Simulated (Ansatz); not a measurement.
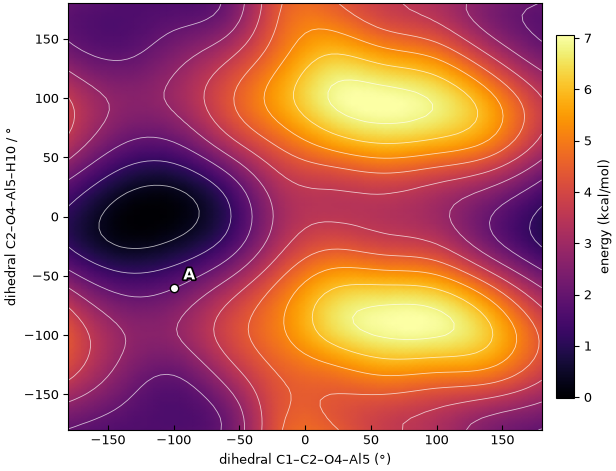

C2H6AlFO, SMILES CC(F)[O][AlH2]. 
- First axis: dihedral C1–C2–O4–Al5. Second axis: dihedral C2–O4–Al5–H10.
- Nothing is relaxed (all other coordinates rigid).
- The grid has 9 × 9 points.
- Points are written as (first, second).
- Energies: kcal/mol, counted from the relaxed molecule at the same level.
- Level of theory: RKS r2SCAN-D4/def2-SVP in Ansatz.

The picture shows a smooth colour map with a few white contour lines, the point A. Between grid points the surface is interpolated.

Question: Is A at rest? If not, where is it pushed?

Answer: A, at (−100°, −60°), is not a stationary point. The computed force is 0.021 kcal/mol for each degree towards smaller values of dihedral C1–C2–O4–Al5 and 0.04 kcal/mol for each degree towards larger values of dihedral C2–O4–Al5–H10.
